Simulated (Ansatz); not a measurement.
System: fcc Au. Method: PBE0 (Ansatz, a first-principles code, PAW).

Run with plane-wave cutoff 460 eV, 14×14×14 k mesh, Fermi–Dirac smearing 0.05 eV, scalar-relativistic PAW data made under PBE.

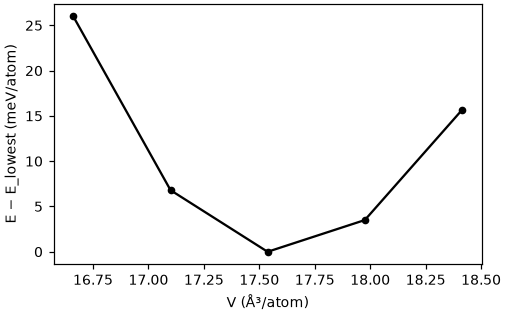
*Total energy against volume*

### Question
From the curve, estimate the equilibrium volume and the bulk modulus.

### Answer
V0 ≈ 17.6 Å³/atom and B0 ≈ 150 GPa; the fit gives V0 = 17.595 Å³/atom, B0 = 148 GPa, B′ = 6.2.

Measured, for comparison: bulk modulus 182 GPa (0 K value with the zero-point phonon effect removed, our sources range from 175 to 182; as tabulated in Mejia-Rodriguez and Trickey (2018), arXiv:1807.09216); equilibrium volume per atom 16.76 Å³/atom (static lattice: zero-point anharmonic expansion removed; as tabulated in Mejia-Rodriguez and Trickey (2018), arXiv:1807.09216). Computed (rounded) less measured: bulk modulus -19 % (-15 % to -19 % over the range), equilibrium volume per atom +5.0 %.

Spin–orbit coupling is not included; it can shift volumes and moduli of such heavy elements.

The computed numbers hold no vibrational or temperature effects.

It cost roughly 26 core-minutes of CPU time.
